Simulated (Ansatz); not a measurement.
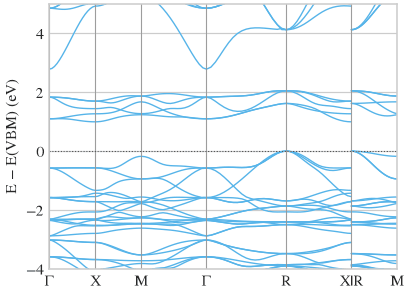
Band structure from DFT-r²SCAN in the program Ansatz with PAW potentials

Read off the gap and where the band edges lie.

About 1.0 eV (0.99 eV by a search for the band edges); maximum at R, minimum at X.

Pick the material that matches.
A. BaTiO3, cubic perovskite
B. SrTiO3, cubic perovskite
C. VCu3Se4, P-43m (V on 1a, Cu on 3d, Se on 4e)
D. ZnAgF3, cubic perovskite

C, VCu3Se4, P-43m (V on 1a, Cu on 3d, Se on 4e)

The first step of the workflow began from a Materials Project structure, measured or hypothetical; the Crystallography Open Database copy checked does not list it. Its standing as an ambient phase is unchecked. The cell was relaxed with r²SCAN under the symmetry of its start; whether a distortion lowers the energy is not shown. The run is not spin-polarised. Spin–orbit coupling is left out wherever it is not named.

Potentials: the later of the program's two PAW sets.
